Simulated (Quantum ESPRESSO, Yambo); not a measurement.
# MoS2 (P6_3/mmc): G0W0 with Yambo, start to end, part 3 of 3

Wanted: ground state, empty states, screening and self-energy for MoS2 (P6_3/mmc).

Quantum ESPRESSO 7.5 and Yambo 5.3.0; PBE and many-body steps on it, plane waves. Known limits of the many-body steps: not at the basis limit; no spin-orbit coupling; coarse k mesh.

So far. Step 3 (Bands along the symmetry lines): The gap is 0.889 eV, as in the run before at this level. Step 4 (Empty states on the mesh, 3×3×1 mesh, 112 bands): On this mesh the gap is 1.052 eV. The earlier step found 0.889 eV, so this mesh misses an edge.

The database entry behind the starting cell differs from later determinations by our own check (about 0.3 % long), so it need not match the best structure at ambient conditions.

## Step 6: Screening and self-energy, 3×3×1 mesh, 112 bands, screening to 95.2 eV

G0W0 replaces the xc potential by the self-energy, built once from these orbitals. Only a window of levels is corrected, while the sums run over the empty bands that the input names.

This step: G0W0 on PBE, plane waves, norm-conserving pseudopotentials.

File gw1.in:

```
HF_and_locXC
gw0
dyson
ppa
em1d
rim_cut
RandQpts= 1000000
RandGvec= 1 RL
EXXRLvcs= 72 Ry
VXCRLvcs= 288 Ry
Chimod= "HARTREE"
% BndsRnXp
 1 | 112 |
%
NGsBlkXp= 7 Ry
% LongDrXp
 1 | 1 | 1 |
%
% GbndRnge
 1 | 112 |
%
DysSolver= "n"
ExtendOut
PPAPntXp= 27.21138 eV
% QPkrange
 1 | 1 | 25 | 28 |
 3 | 3 | 25 | 28 |
%
```

Command:

```sh
OMP_NUM_THREADS=2 mpirun -n 8 yambo -F gw1.in -J gw1 -C gw1 > gw1.log
```

What it wrote:

```text
 Yambo, version 5.3.0

 [02] CORE Variables Setup
 =========================

  [... cell, symmetries and grids as in the set-up ...]

  [02.05] Energies & Occupations
  ==============================

  [X] === General ===
  [X] Electronic Temperature                        :  0.000000  0.000000 [eV K]
  [X] Bosonic    Temperature                        :  0.000000  0.000000 [eV K]
  [X] Finite Temperature mode                       : no
  [X] El. density                                   :  0.48515E+24 [cm-3]
  [X] Fermi Level                                   :  10.99215 [eV]

  [X] === Gaps and Widths ===
  [X] Conduction Band Min                           :  1.051755 [eV]
  [X] Valence Band Max                              :  0.000000 [eV]
  [X] Filled Bands                                  :  26
  [X] Empty Bands                                   :   27  112
  [X] Direct Gap                                    :  1.653895 [eV]
  [X] Direct Gap localized at k                     :  3
  [X] Indirect Gap                                  :  1.051755 [eV]
  [X] Indirect Gap between kpts                     :  1  3
  [X] Last valence band width                       :  1.539698 [eV]
  [X] 1st conduction band width                     :  1.047895 [eV]

 [03] Transferred momenta grid and indexing
 ==========================================

 IBZ Q-points                                      :  3
 BZ  Q-points                                      :   9

 K/Q-points units:
 rlu = crystal or reduced units; cc = cartesian coordinates; iku = interal k-units

 Q [1]          [rlu]:  0.000000  0.000000  0.000000
 Q [2]          [rlu]: -0.79644E-17  0.33333       0.0000
 Q [3]          [rlu]:  0.333333  0.333333  0.000000

 [04] Coloumb potential Random Integration (RIM)
 ===============================================

  [04.01] RIM initialization
  ==========================

  * Diagonal components only detected *

  8 x (sBL volume)        :  0.304834 [a.u.]
  sBZ random points       :  1000000
  Points outside the sBZ  :   7993074
  RL volume               :  0.342938 [a.u.]
  Integrated volume       :  0.343236 [a.u.]

  [04.02] RIM integrals
  =====================

  Gamma point sphere radius             :  0.122078 [a.u.]
  Points outside the sphere             :   799724
  [Int_sBZ(q=0) 1/q^2]*(Vol_sBZ)^(-1/3) =:  7.615907
                                 should be <:  7.795600

  Summary of Coulomb integrals for non-metallic bands |Q|[au] RIM/Bare

  Q [1] 0.100000E-4 0.976949 * Q [2] 0.403838 1.108297
  Q [3] 0.699467 1.036392

 [05] Dipoles
 ============

  [05.01] Setup: observables and procedures
  =========================================

  [WARNING] [x,Vnl] slows the Dipoles computation. To neglect it rename the ns.kb_pp file

 [06] Dynamic Dielectric Matrix (PPA)
 ====================================

 [SLK-Inversion]  Pools        :  2
 [SLK-Inversion]  BLACS grid   :  2  2

 [WR./gw1//ndb.pp]---------------------------------------------------------------
  Brillouin Zone Q/K grids (IBZ/BZ)                :   3   9   3   9
  RL vectors                                       :   9169 [WF]
  Coulomb cutoff potential                         : none
  Electronic Temperature                           :  0.000000 [K]
  Bosonic    Temperature                           :  0.000000 [K]
  PPA    diel. fun.  energies                      : Perdew, Burke & Ernzerhof(X)+Perdew, Burke & Ernzerhof(C)
  wavefunctions                                    : Perdew, Burke & Ernzerhof(X)+Perdew, Burke & Ernzerhof(C)
  Global Gauge                                     : length
  X matrix size                                    :  241
  X band range                                     :    1  112
  X e/h energy range                               : -1.000000 -1.000000 [eV]
  X Time ordering                                  : R
  X Hxc Kernel                                     : HARTREE
  X Drude frequency                                :  0.000000  0.000000
  X poles                                          :  100.0000 [o/o]
  RL vectors in the sum                            :   9169
  [r,Vnl] included                                 : yes
  Field direction                                  :  0.577350E-5  0.577350E-5  0.577350E-5
  BZ energy Double Grid                            : no
  BZ energy DbGd points                            : 0
  BZ Q point size factor                           : -1.000000
  X Optical Averaged directions                    : none

 [07] Local Exchange-Correlation + Non-Local Fock
 ================================================

 [VXC] Plane waves :   59645
 [EXS] Plane waves :   7461

 QP @ state[ 1 ] K range:  1  1
 QP @ state[ 1 ] b range:  25  28
 QP @ state[ 2 ] K range:  3  3
 QP @ state[ 2 ] b range:  25  28

 [xc] Functional : Perdew, Burke & Ernzerhof(X)+Perdew, Burke & Ernzerhof(C)
 [xc] LIBXC used to calculate xc functional
  PP Number of Atomic Species                      :  2
  NLCC RL compoments                               :   59645
  PP Number of Atomic Species                      :  2
  NLCC RL compoments                               :   59645

 [xc] E_xc :  -24.91412 [Ha]
      E_xc :  -49.82823 [Ry]

  Local XC kind (lXC) : Perdew, Burke & Ernzerhof(X)+Perdew, Burke & Ernzerhof(C)
  Non-Local XC kind (nlXC) : Hartree-Fock

  Corrections @ K [1] :  [eV]
 <25|nlXC|25> = -16.36920 -0.27948E-18 <25|lXC|25> = -15.39539  0.37763E-15
 <26|nlXC|26> = -17.00072 -0.15023E-17 <26|lXC|26> = -16.36978 -0.37763E-15
 <27|nlXC|27> = -11.02187  0.51809E-17 <27|lXC|27> = -15.68271  0.000000
 <28|nlXC|28> = -11.02399  0.15071E-17 <28|lXC|28> = -15.68271 -0.14161E-15

  Corrections @ K [3] :  [eV]
 <25|nlXC|25> = -17.08563 -0.48539E-17 <25|lXC|25> = -16.19646 -0.94408E-16
 <26|nlXC|26> = -17.38940 -0.37737E-17 <26|lXC|26> = -16.54889  0.14161E-15
 <27|nlXC|27> = -12.79913 -0.12143E-17 <27|lXC|27> = -17.60132  0.94408E-16
 <28|nlXC|28> = -12.79908  0.34569E-18 <28|lXC|28> = -17.60132 -0.18882E-15

  [07.01] Hartree-Fock occupations report
  =======================================

  [Hartree-Fock] === General ===
  [Hartree-Fock] Electronic Temperature             :  0.000000  0.000000 [eV K]
  [Hartree-Fock] Bosonic    Temperature             :  0.000000  0.000000 [eV K]
  [Hartree-Fock] Finite Temperature mode            : no
  [Hartree-Fock] El. density                        :  0.48515E+24 [cm-3]
  [Hartree-Fock] Fermi Level                        :  10.99215 [eV]

  [Hartree-Fock] === Gaps and Widths ===
  [Hartree-Fock] Conduction Band Min                :  1.393443 [eV]
  [Hartree-Fock] Valence Band Max                   : -0.630944 [eV]
  [Hartree-Fock] Filled Bands                       :  26
  [Hartree-Fock] Empty Bands                        :   27  112
  [Hartree-Fock] Direct Gap                         :  2.933140 [eV]
  [Hartree-Fock] Direct Gap localized at k          :  2
  [Hartree-Fock] Indirect Gap                       :  2.024387 [eV]
  [Hartree-Fock] Indirect Gap between kpts          :  1  2
  [Hartree-Fock] Last valence band width            :  0.908753 [eV]
  [Hartree-Fock] 1st conduction band width          :  5.367042 [eV]

 [08] Dyson equation: Newton solver
 ==================================

  [08.01] G0W0 (W PPA)
  ====================

  [  GW  ] Bands range     :    1  112
  [GW/PPA] G damping       :  0.100000 [eV]

  QP @ state[ 1 ] K range:  1  1
  QP @ state[ 1 ] b range:  25  28
  QP @ state[ 2 ] K range:  3  3
  QP @ state[ 2 ] b range:  25  28

   Sc/G bands                                       :    1  112
   Sc/G damping                                     :  0.100000 ev
   Sc bands terminator                              : no
   Sx RL components                                 :   7461

   QP @ state[ 1 ] K range                          :  1  1
   QP @ state[ 1 ] b range                          :  25  28
   QP @ state[ 2 ] K range                          :  3  3
   QP @ state[ 2 ] b range                          :  25  28
   GF energies kind                                 : Perdew, Burke & Ernzerhof(X)+Perdew, Burke & Ernzerhof(C)
   GF WF`s kind                                     : Perdew, Burke & Ernzerhof(X)+Perdew, Burke & Ernzerhof(C)
   Xs energies kind                                 : Perdew, Burke & Ernzerhof(X)+Perdew, Burke & Ernzerhof(C)
   Xs WF`s kind                                     : Perdew, Burke & Ernzerhof(X)+Perdew, Burke & Ernzerhof(C)

 [11] Game Over & Game summary
```

The job ended after 8.2 s (8 MPI ranks of Arm Neoverse V2, shared host; peak memory 3.5 GiB).

This step gave:

* G0W0 gap on the points computed: 1.740 eV
* starting gap on the mesh: 1.052 eV
* k of the valence top: 0, 0, 0
* k of the conduction bottom: 0.3333, 0.3333, 0
* least direct G0W0 gap on the computed points: 2.303 eV
* Z at the valence top: 0.7822
* Z at the conduction bottom: 0.7806

The gap on the mesh goes from 1.05 eV to 1.74 eV, a correction of +0.69 eV. The start differs from the 0.89 eV found before because the two sample other k points.

Limits: finite bands, cutoff and mesh; no spin-orbit coupling; coarse k mesh. v1 is the top filled band, c1 the lowest empty one. The levels before and after the correction (eV, zero at the valence-band top of each column):

|  | conduction bottom | valence top |
| --- | --- | --- |
| Kohn-Sham | 1.05 | 0.00 |
| G0W0 | 1.74 | 0.00 |

|  | level | energy (eV) |
| --- | --- | --- |
| Kohn-Sham | Γ v2 | -1.144 |
| Kohn-Sham | Γ v1 | 0.000 |
| Kohn-Sham | Γ c1 | 2.100 |
| Kohn-Sham | Γ c2 | 2.100 |
| Kohn-Sham | (0.333 0.333 0) v2 | -0.764 |
| Kohn-Sham | (0.333 0.333 0) v1 | -0.602 |
| Kohn-Sham | (0.333 0.333 0) c1-c2 | 1.052 |
| G0W0 | Γ v2 | -1.249 |
| G0W0 | Γ v1 | 0.000 |
| G0W0 | Γ c1 | 2.600 |
| G0W0 | Γ c2 | 2.595 |
| G0W0 | (0.333 0.333 0) v2 | -0.763 |
| G0W0 | (0.333 0.333 0) v1 | -0.564 |
| G0W0 | (0.333 0.333 0) c1-c2 | 1.740 |

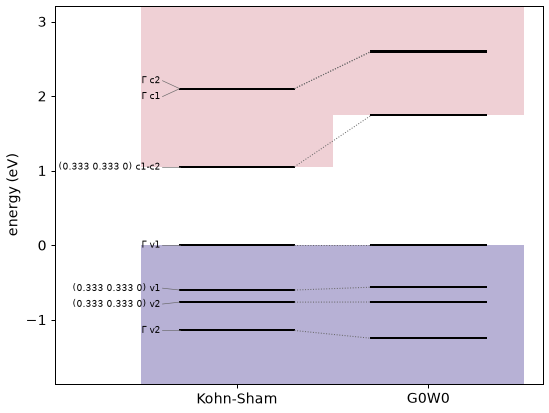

Levels before and after the correction. Shaded: valence and conduction bands.

## Step 7: Where the time went

Times are wall times on the hardware named with each run, good to a factor of about two.

| step | time | share | memory (GiB) |
| --- | --- | --- | --- |
| ground state | 7.7 s | 25 % | 1.1 |
| bands along the symmetry lines | 9 s | 30 % | 1.4 |
| empty states on the mesh | 3.3 s | 11 % | 0.94 |
| conversion and set-up | 2 s | 7 % | 0.24 |
| screening and self-energy | 8.2 s | 27 % | 3.5 |

## Step 8: Summary of results

| Property | Result |
| --- | --- |
| PBE gap | 0.89 eV, indirect |
| G0W0 gap on the mesh | 1.74 eV |
| G0W0 gap over the zone (rigid shift) | 1.58 eV |
| GW settings | 3×3×1 mesh, 112 bands, screening to 95.2 eV, Godby-Needs plasmon pole |
| known limits | not at the basis limit; no spin-orbit coupling; coarse k mesh |

G0W0 moves the gap on the mesh from 1.05 eV to 1.74 eV (+0.69 eV), with Z of 0.78 and 0.78 at the edges. The mesh misses the band edges by 0.16 eV in all; a rigid shift gives 1.58 eV for the zone. Only 2 of the mesh's irreducible points were corrected, so a valley elsewhere could overtake. Bands and cutoff are finite, so the gap is not at the basis limit. The miss can reach some tenths of an eV and take either sign; the mesh is an error of its own. In the G0W0 run levels were corrected at 2 k points alone, so a gap called «on the mesh» is the least over those, and an edge elsewhere would be missed. A denser mesh or path gives a starting gap of 0.89 eV: the GW mesh misses a band edge, so its gaps are not the fundamental one. The 3×3×1 mesh is coarse for this cell, which bears on the long-range parts of exchange and screening. The many-body steps are scalar-relativistic: spin-orbit coupling is not in them.

[Paths, hosts, dates, memory and timing lines, banners, echoed tables and standing remarks are left out of the program output.]

[Logs are printed without paths, hosts, clocks, repeated set-up lines and the standing remarks that a program may print on its own settings, such as how far it seeks lower states.]

[Runs of the session that timed out or met a known fault of the program may be left out.]

[Hosts, paths, dates, database ids (printed as entryN), source tags and the programs' standing remarks are cut or masked in the printed files.]
